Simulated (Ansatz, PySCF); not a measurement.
BH3 (SMILES B) and H2O (SMILES O) are pulled apart as rigid monomers along the line of their centres of mass, from the B3LYP-D3(BJ)/def2-TZVP minimum. Starting geometry (charge 0, multiplicity 1):
| atom | x (Å) | y (Å) | z (Å) |
|---|---|---|---|
| B | 0.2106 | 0.2493 | 0.7896 |
| H | 0.6172 | -0.7672 | 0.2870 |
| H | -0.8529 | 0.6372 | 0.3940 |
| H | 1.0372 | 1.0909 | 1.0056 |
| O | -0.1901 | -0.2478 | 2.3968 |
| H | -0.8449 | -0.9570 | 2.3526 |
| H | 0.5993 | -0.6104 | 2.8199 |

Interaction energies with rigid monomers; basis-set methods are counterpoise corrected unless marked otherwise.

Correlated levels freeze the cores. Rows in 6-31G* carry no dispersion term and start afresh at each structure (6-31G* with six Cartesian d functions).

Programs: Ansatz (Gaussian orbitals); PySCF for 6-31G* rows. Each number belongs to the level named beside it.

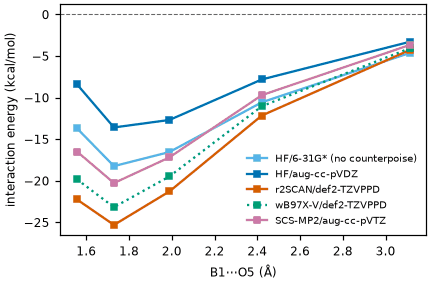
Figure: Interaction energy against separation

Task: Which level binds most strongly at B1···O5 = 1.73, and by how much?

Result: r2SCAN/def2-TZVPPD, -25.3 kcal/mol.

Ansatz is a first-principles code.
